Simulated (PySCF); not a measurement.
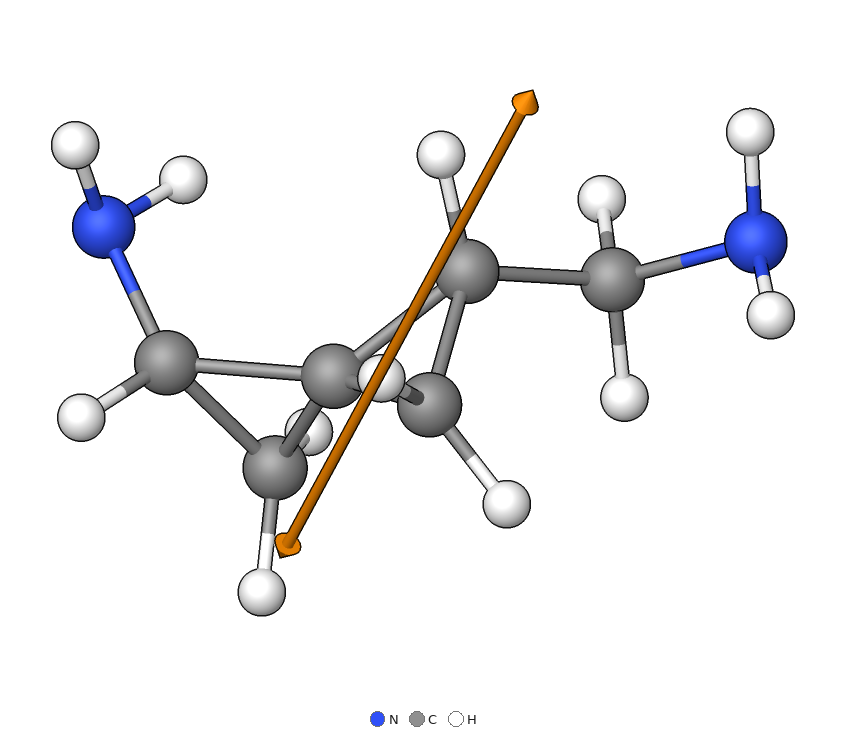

The double arrow shows the direction of the transition dipole to excited singlet state 1 (its length means nothing). The geometry was computed by an optimisation with GFN2-xTB. No frequency run is at hand to confirm it as a minimum. Level of theory: TDDFT PBE0/def2-SVPD, vertical, gas phase, core orbitals frozen in the response (PySCF 2.14.0).

### Give its energy, strength and character.

5.89 eV (211 nm), oscillator strength 0.024, mainly HOMO → LUMO (weight 0.84); transition dipole 1.04 D.
